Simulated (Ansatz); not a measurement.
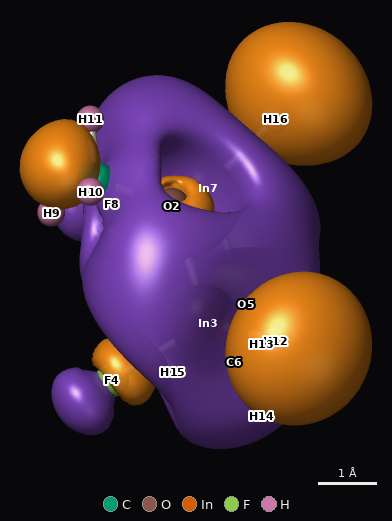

*C$_{2}$H$_{8}$F$_{2}$In$_{2}$O$_{2}$ (SMILES C[O+]1[InH-]([F])[O+](C)[InH-]1[F]). One frontier orbital at ±0.05 Å⁻³ᐟ² (orange and purple are the two phases), seen at an oblique angle.*

Geometry: PBE0-D4/def2-TZVP; core potentials replace the inner electrons of In.

The calculation used RKS PBE0-D4/def2-TZVPP in Ansatz.

Input

```
crystal:
  periodic: [false, false, false]
  atoms:
    - {symbol: C, position_ang: [0.916191, -2.165952, -0.887896]}
    - {symbol: O, position_ang: [0.923528, -1.155053, 0.113081]}
    - {symbol: In, position_ang: [1.466352, 0.846025, -0.381417]}
    - {symbol: F, position_ang: [0.726621, 1.038658, -2.179828]}
    - {symbol: O, position_ang: [-0.242196, 1.195151, 0.844411]}
    - {symbol: C, position_ang: [-1.224346, 2.147668, 0.454546]}
    - {symbol: In, position_ang: [-0.808173, -0.807375, 1.306496]}
    - {symbol: F, position_ang: [-2.255465, -1.127928, 0.033281]}
    - {symbol: H, position_ang: [0.182709, -1.949719, -1.668697]}
    - {symbol: H, position_ang: [1.907273, -2.243116, -1.343554]}
    - {symbol: H, position_ang: [0.678699, -3.132996, -0.435961]}
    - {symbol: H, position_ang: [2.964737, 1.426897, 0.141613]}
    - {symbol: H, position_ang: [-1.983265, 2.238324, 1.236635]}
    - {symbol: H, position_ang: [-0.758216, 3.128316, 0.324490]}
    - {symbol: H, position_ang: [-1.711196, 1.859687, -0.480567]}
    - {symbol: H, position_ang: [-0.783252, -1.298597, 2.923348]}
basis:
  gaussian: {orbitals: def2-TZVPP}
hamiltonian: {xc: pbe0, dispersion: d4}
output: {orbitals: {seedname: orbitals}}
```

Launched as:

```sh
ansatz run in.yaml --threads 2 --pin off --events-out ev --progress --plain --max-ram 32768MiB --backend cuda --devices 0, --max-vram 18GiB
```

Which orbital is it: HOMO or LUMO?

The LUMO, at −1.09 eV. It lies mainly on In3 (about 25 %), In7 (about 25 %), H16 (about 10 %) and H12 (about 10 %).
